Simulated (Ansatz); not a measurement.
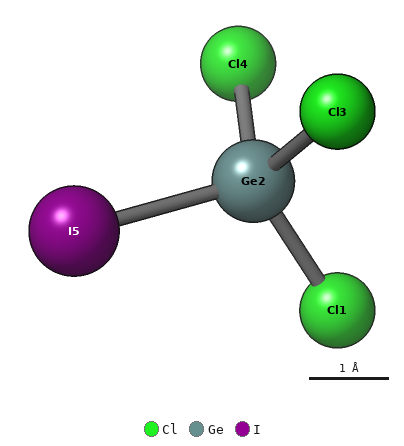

**Figure 1.** The structure (ball-and-stick view, seen at a tilt; atoms are numbered from 1 in the order of the input). Sticks mark near contacts. Bond lengths as drawn: Cl–Ge 2.11 to 2.13 Å and Ge–I 2.49 Å.

## Single-point calculation of GeICl3

The run: single-point calculation of GeICl3. Method and program: UKS r2SCANh-d4/def2-TZVPD (Ansatz 0.2.0).

The geometry comes from this level: PBE0-D4/def2-TZVP.

The input:
```yaml
crystal:
  periodic: [false, false, false]
  atoms:
    - {symbol: Cl, position_ang: [-1.343888, -0.630654, 1.566832]}
    - {symbol: Ge, position_ang: [0.007842, -0.080271, 0.026522]}
    - {symbol: Cl, position_ang: [1.992495, -0.557228, 0.550786]}
    - {symbol: Cl, position_ang: [-0.458638, -1.224445, -1.707233]}
    - {symbol: I, position_ang: [-0.141289, 2.332751, -0.556883]}
basis:
  gaussian: {orbitals: def2-TZVPD}
magnetization: {spin_polarized: true, initial_magnetization: 0}
hamiltonian: {xc: {name: r2SCANh}, dispersion: d4}
scf: {lower_state_search: full}
```

Command:
```bash
ansatz run in.yaml --threads 4 --pin off --events-out ev --progress --plain --max-ram 10444MiB
```

Log:
```
Functional definition: r2SCANh
  name "r2SCANh"
  cite "Bursch, Neugebauer, Ehlert & Grimme, J. Chem. Phys. 156, 134105 (2022) doi:10.1063/5.0086040"
  cite "Furness, Kaplan, Ning, Perdew & Sun, J. Phys. Chem. Lett. 11, 8208 (2020) doi:10.1021/acs.jpclett.0c02405"
  cite "Furness, Kaplan, Ning, Perdew & Sun, J. Phys. Chem. Lett. 11, 9248 (2020) doi:10.1021/acs.jpclett.0c03077"
  parent r2scan
  parameter a = 0.1
  parameter k0 = 0.174
  parameter k1 = 0.065
  parameter a1 = 4.9479
  exchange = (1 - a)*r2scan_x(k0 = k0, k1 = k1, a1 = a1) + a*exact_x
  correlation = r2scan_c
1663 factors; their error is unknown
mean field evaluation 1: about -102192.0286 eV, gradient 1.8e1 eV
mean field evaluation 2: about -102191.2529 eV, gradient 2.5e1 eV
mean field evaluation 4: about -102192.9854 eV, gradient 8.7e-1 eV
mean field evaluation 8: about -102193.1916 eV, gradient 7.3e-2 eV
mean field evaluation 16: about -102192.2342 eV, gradient 1.8e1 eV
mean field -102193.19163324 eV, -3755.5305234884 hartree, gradient 2.4e-5 eV, S^2 0.000000; 0 other end points of the search recorded, 0 dependent functions left out
reference -102193.19166616 eV, -3755.5305246982 hartree; 54, 54 occupied and 197, 197 virtual orbitals, 1663 factors
Total energy: -102193.26225990 eV, -3755.5331189704 hartree
```

Results in brief:

```tsv
quantity	value
outcome	converged
total energy	−102193.2623 eV
mean-field energy	−102193.1917 eV
dispersion energy	−0.0706 eV
SCF solution under orbital rotations	stable
hardware	4 threads of Arm Neoverse V2, 23 GiB of memory available, shared host
wall time	19 s (CPU time 72 s)
peak memory	1.6 GiB
```
